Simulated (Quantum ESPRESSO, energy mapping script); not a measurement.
# MnS: J from the energies of magnetic orders, part 3 of 3

Wanted: the magnetic order of MnS, its couplings and an estimate of its ordering temperature, by PBE+U (3 eV), QE, GBRV.

PBE with U = 3 eV on Mn d, ortho-atomic projectors; plane waves, U on orthogonalised atomic orbitals unless named otherwise, collinear spin, no spin–orbit coupling.

So far. Step 9 (Run 8 (uncompensated ++−; cell D, 6 atoms)): The run ends ferrimagnetic, 53.79 meV a magnetic atom below the parallel order of its cell. Step 10 (Run 9 (parallel; cell E, 6 atoms)): The run ends ferromagnetic. For each magnetic atom its energy differs from the parallel run of the first cell by 0.70 meV, an error that one common reference would have brought in.

The database entry behind the starting cell differs from later determinations by our own check (an axis about 0.2 % short against later determinations), so it need not match the best structure at ambient conditions.

### Step 11. Order 10: uncompensated ++−, cell E of 6 atoms

Level of this step: PBE with U = 3 eV on Mn d, ortho-atomic projectors, GBRV potentials (Quantum ESPRESSO).

This order reverses 5.33 of the 12 neighbours at 3.68 Å, 1.33 of the 6 neighbours at 5.21 Å and 16 of the 24 neighbours at 6.38 Å, counted for an average magnetic atom.

Input file pw.in:

```
&control
  calculation = 'scf'
  prefix = 'pw'
  outdir = './tmp/'
  pseudo_dir = './pseudo/'
  verbosity = 'low'
/
&system
  ibrav = 0
  nat = 6
  ntyp = 3
  ecutwfc = 45
  ecutrho = 360
  nbnd = 49
  occupations = 'smearing'
  smearing = 'fd'
  degauss = 0.00367493
  nspin = 2
  starting_magnetization(1) = 0.3000
  starting_magnetization(2) = -0.3000
/
&electrons
  conv_thr = 1.5e-08
  electron_maxstep = 120
  mixing_beta = 0.3
  mixing_mode = 'plain'
/
ATOMIC_SPECIES
  Mn1 54.9380 Mn.upf
  Mn2 54.9380 Mn.upf
  S 32.0600 S.upf
CELL_PARAMETERS angstrom
  0.00000000 2.60450000 2.60450000
  0.00000000 2.60450000 -2.60450000
  -7.81350000 -2.60450000 0.00000000
ATOMIC_POSITIONS crystal
  Mn1 0.00000000 0.00000000 0.00000000
  Mn1 0.33333333 0.33333333 0.66666667
  Mn2 0.66666667 0.66666667 0.33333333
  S 0.83333333 0.83333333 0.66666667
  S 0.16666667 0.16666667 0.33333333
  S 0.50000000 0.50000000 0.00000000
K_POINTS automatic
  6 6 6 0 0 0
HUBBARD {ortho-atomic}
U Mn1-3d 3
U Mn2-3d 3
```

Command:

```sh
OMP_NUM_THREADS=1 mpirun -n 8 pw.x -nk 8 -in pw.in > pw.out
```

The program printed:

```text
[banner, memory and clock lines left out]
Program PWSCF v.7.5 starts
[...]
unit-cell volume          =     715.3539 (a.u.)^3
     number of atoms/cell      =            6
[...]
number of electrons       =        63.00
     number of Kohn-Sham states=           49
     kinetic-energy cutoff     =      45.0000  Ry
     charge density cutoff     =     360.0000  Ry
[...]
The total energy is F=E-TS. E is the sum of the following terms:
     one-electron contribution =    -397.66833400 Ry
     hartree contribution      =     221.80191149 Ry
     xc contribution           =    -105.77556940 Ry
     ewald contribution        =    -424.47984633 Ry
     Hubbard energy            =       0.10477760 Ry
     total magnetization       =     5.00 Bohr mag/cell
     absolute magnetization    =    14.49 Bohr mag/cell
     convergence has been achieved in  12 iterations
[key lines of the parts left out:]
!    total energy              =    -706.01706132 Ry
the Fermi energy is    10.5721 ev
```

It took 70 s on 8 MPI ranks of Arm Neoverse N1, shared host; peak memory 1.3 GiB.

The run ends ferrimagnetic, 37.43 meV a magnetic atom below the parallel order of its cell.

### Step 12. Mapping onto a Heisenberg model

Each energy difference is a sum of couplings weighted by the pairs that the order reverses. A few near shells are fitted to the differences by least squares. Energies are those extrapolated to zero occupation width, not the free energies F.

Energies from the parallel order of the same cell:

| order | atoms | energy (meV a magnetic atom) | moments (μB) | moments kept as typed | opposed neighbours at 3.68, 5.21, 6.38 Å |
| --- | --- | --- | --- | --- | --- |
| parallel in cell A | 4 | 0.00 | 4.48 | yes | 0, 0, 0 |
| compensated +− in cell A | 4 | -78.22 | 4.38 | yes | 6, 6, 12 |
| parallel in cell B | 4 | 0.00 | 4.48 | yes | 0, 0, 0 |
| compensated +− in cell B | 4 | -28.22 | 4.45 | yes | 8, 0, 16 |
| parallel in cell C | 6 | 0.00 | 4.48 | yes | 0, 0, 0 |
| uncompensated ++− in cell C | 6 | -60.32 | 4.37 to 4.43 | yes | 4, 4, 12 |
| parallel in cell D | 6 | 0.00 | 4.48 | yes | 0, 0, 0 |
| uncompensated ++− in cell D | 6 | -53.79 | 4.38 to 4.43 | yes | 6.67, 2.67, 8 |
| parallel in cell E | 6 | 0.00 | 4.48 | yes | 0, 0, 0 |
| uncompensated ++− in cell E | 6 | -37.43 | 4.42 to 4.45 | yes | 5.33, 1.33, 16 |

Couplings from the energies, with E = −Σ J e·e over ordered pairs:

```csv
pair,distance (Å),neighbours,J (meV)
Mn–Mn,3.68,12,-1.34
Mn–Mn,5.21,6,-4.88
Mn–Mn,6.38,24,-0.189
Mn–Mn,7.37,12,-0.515
```

Adding the shell at 8.24 Å gives -1.1, -4.8, -0.16, -0.56 and -0.16 meV and a mean-field temperature of 169 K, an exact solve that tests nothing.

In mean field these couplings order at 179 K, at q = (0.50, 0.50, 0.50) in fractions of the conventional cell's reciprocal vectors, and give a Curie–Weiss temperature of -434 K.

### Step 13. Finite temperature

Mean field ignores fluctuations and overstates the ordering temperature, so the model is also sampled. The heat capacity peaks where order sets in.

Classical unit spins with these couplings on 8×8×4 copies of a cell that holds the lowest order (512 spins), heat-bath sweeps, cooled from random directions, 831 sweeps to settle and 2493 measured at each temperature, averaged over 8 runs.

```csv
T (K),order along the lowest pattern,net moment,heat capacity (k_B a spin)
21.4,0.45,0.01,1.03
36.7,0.45,0.01,1.08
59.5,0.40,0.01,1.19
74.7,0.34,0.01,1.30
90.0,0.32,0.01,1.50
105,0.26,0.02,1.82
113,0.23,0.02,1.83
128,0.16,0.02,1.26
143,0.12,0.02,0.72
158,0.10,0.02,0.52
181,0.08,0.02,0.35
197,0.08,0.02,0.29
```

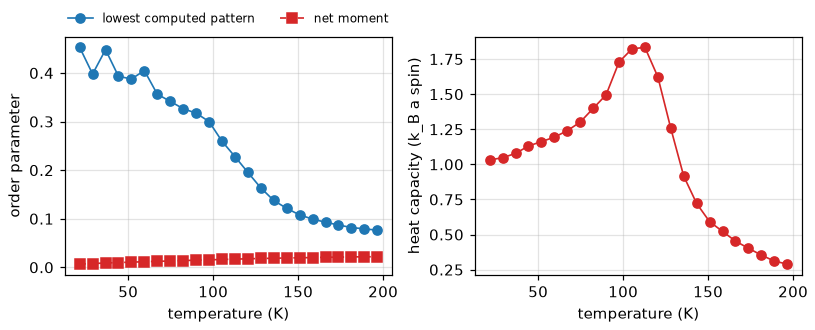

Order parameter and heat capacity against temperature.

The smoothed heat capacity peaks at 108 K. The order column follows one pattern alone; equivalent domains or another pattern share the rest.

### Step 14. Against another level

The first set of orders, under PBE+U (4 eV), QE, GBRV, took 1.5 h of CPU time summed over its finished orders (seed run apart), these 86 min.

```
                           quantity  this set  first set
                   J at 3.68 Å, meV     -1.34      -1.01
                   J at 5.21 Å, meV     -4.88      -3.49
                   J at 6.38 Å, meV    -0.189     -0.151
                   J at 7.37 Å, meV    -0.515     -0.400
ordering temperature, mean field, K       179        125
 heat-capacity peak, Monte Carlo, K       108         74
```

The coupling that led in the first set goes from -3.49 to -4.88 meV.

### Step 15. Summary of results

* lowest order tried: compensated +− in cell A
* largest fitted value, Mn–Mn at 5.21 Å: -4.88 meV
* ordering temperature, mean field: 179 K
* heat-capacity peak, Monte Carlo: 108 K

What this shows: Of the orders tried, MnS prefers the order “compensated +− in cell A” under PBE+U (3 eV), QE, GBRV, with 6 of 12 neighbours at 3.68 Å, 6 of 6 neighbours at 5.21 Å and 12 of 24 neighbours at 6.38 Å opposed, and the heat capacity of the fitted model peaks near 108 K (Monte Carlo, classical spins). The coupling at 5.21 Å is 1.4 times that of the first set, at 0.95 times the CPU time. The largest fitted coupling is the Mn–Mn pair at 5.21 Å, antiferromagnetic at -4.9 meV, across a ligand at about 180°. The straight metal–ligand–metal path outweighs the right-angled one, the pattern expected of superexchange through one ligand p orbital, which these runs do not test. The orders also reverse pairs at 8.24 Å, which are not fitted, so the fitted values hold their part too. With 5 differences for 4 couplings the fit misses by 1.9 meV at most, a small part of the spread. In the fitted orders moments change by up to 2.4 % against the parallel run of the same cell, so their size stays put. Monte Carlo puts the peak at 0.60 of the mean-field temperature, since mean field leaves out fluctuations. In tests on simple cubic and body-centred models such peaks lay 5 to 6 % under the bulk value. On cooling, the order along the one computed pattern stays at or under 0.45: the model settles in an equivalent domain, a degenerate mixture or another order. The Curie–Weiss temperature is 4.0 times the peak temperature in size, a mark of frustration. The parallel order holds 5 μB a magnetic atom, spin 2.5; the common factor (S+1)/S would raise the classical 108 K to 151 K, a correction that often overshoots. The classical value and the one scaled by (S+1)/S differ by a factor of 1.4, so closeness of either to the measured temperature is partly a matter of convention.

Calculation against experiment:

| quantity | measured | PBE+U (3 eV), QE, GBRV, Monte Carlo | PBE+U (3 eV), QE, GBRV, Monte Carlo × (S+1)/S |
| --- | --- | --- | --- |
| ordering temperature (spin model) (K) | 150 | 108 (-28.3 %) | 151 (+0.4 %) |

Measured values from arxiv:1108.4537 (2011).

How well it matches: For the ordering temperature, of the levels listed nearest comes PBE+U (3 eV), QE, GBRV, Monte Carlo × (S+1)/S (+0.4 %, good agreement) and farthest PBE+U (3 eV), QE, GBRV, Monte Carlo (-28.3 %, fair agreement). A U picked for its result is no test. No cell relaxation is part of this session.

[Logs and program files are shortened in this print: banners, set-up blocks, solver, clock and traceback lines can be left out without a mark of their own.]

[Logs are printed without paths, hosts, clocks, repeated set-up lines and the standing remarks that a program may print on its own settings, such as how far it seeks lower states.]

[Hosts, paths, dates, database ids (printed as entryN), source tags and the programs' standing remarks are cut or masked in the printed files.]

[Where a cell is said to come from a database of computed structures, the database is the Materials Project.]
